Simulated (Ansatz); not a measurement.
**H$_{6}$NPSSi (SMILES [SiH3]NPS): density, localisation and related maps**

```tsv
atom	x (Å)	y (Å)	z (Å)
Si	-1.0081	1.0861	-0.1152
N	-0.7169	-0.6018	0.1780
P	0.7173	-1.3211	0.7292
S	2.3134	-0.5945	-0.4831
H	-0.4837	1.5638	-1.4212
H	-2.4770	1.3098	-0.0879
H	-0.3364	1.8351	0.9756
H	-1.3400	-1.2695	-0.2523
H	1.0251	-0.3672	1.7326
H	2.3898	-1.6920	-1.2527
```

Geometry: PBE0-D4/def2-TZVP.

Level of theory: RKS PBE0-D4/def2-TZVPP (Ansatz).

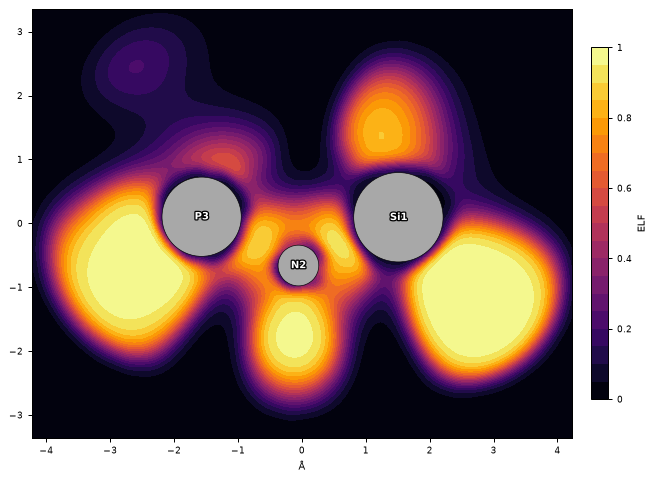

Figure 1. Electron localisation function on the plane of atoms Si1, N2 and P3. Grey discs cover the atomic cores.

Question: What does the map show?

Answer:
- Atoms in the plane: Si, N and P.
- P–N (1.70 Å): the ELF peaks at about 0.90 between the atoms; a shared but strongly polarised pair.
- Si–N (1.74 Å): the ELF peaks at about 0.90 between the atoms: a shared but strongly polarised pair.
- The ELF also peaks beside P3, away from the bonds: lone-pair regions.

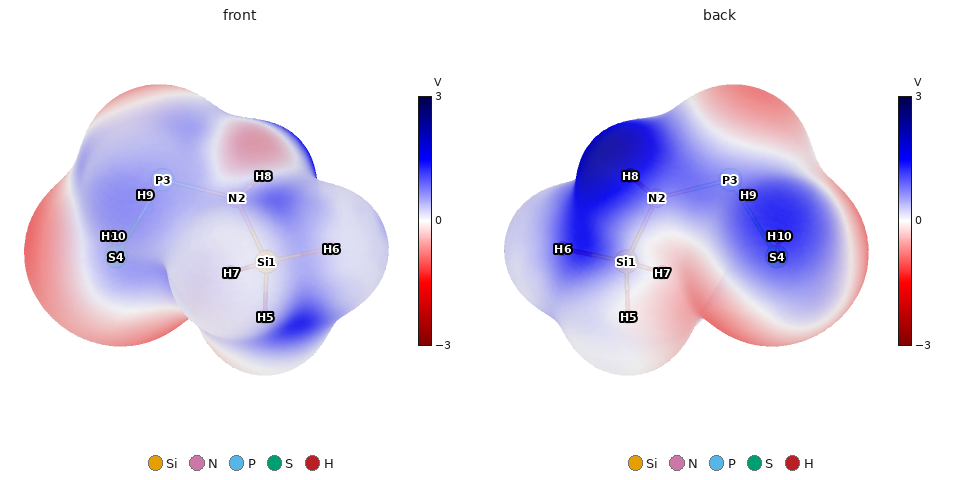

Figure 2. The electrostatic potential painted on the density surface at 0.002 e/bohr³, seen from the front and from behind; the colour scale runs from red (negative) to blue (positive).

Question: Where is the surface potential most negative and most positive?

Answer: The most negative region (about −0.8 V) lies over S4, the most positive (about +2.2 V) over H8.

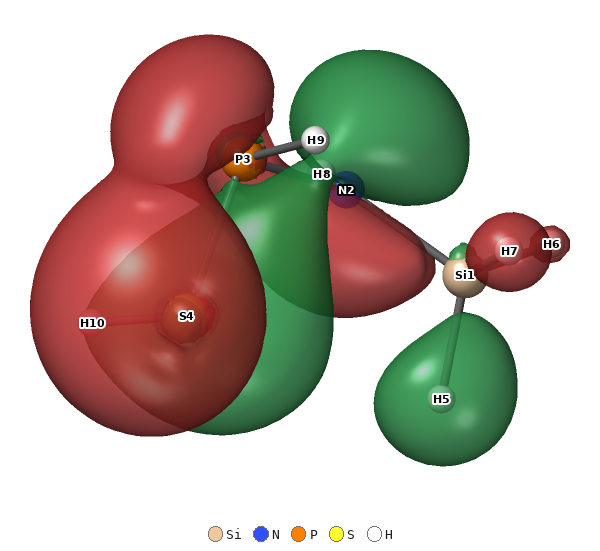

Figure 3. The HOMO−1 at ±0.06 Å⁻³ᐟ² (green and red are the two phases), seen at a tilt.

Question: Where does this orbital lie, and at what energy?

Answer: By Hirshfeld shares it lies mainly on S4 (about 50 %), N2 (about 25 %) and P3 (about 15 %). Its energy is −7.46 eV.
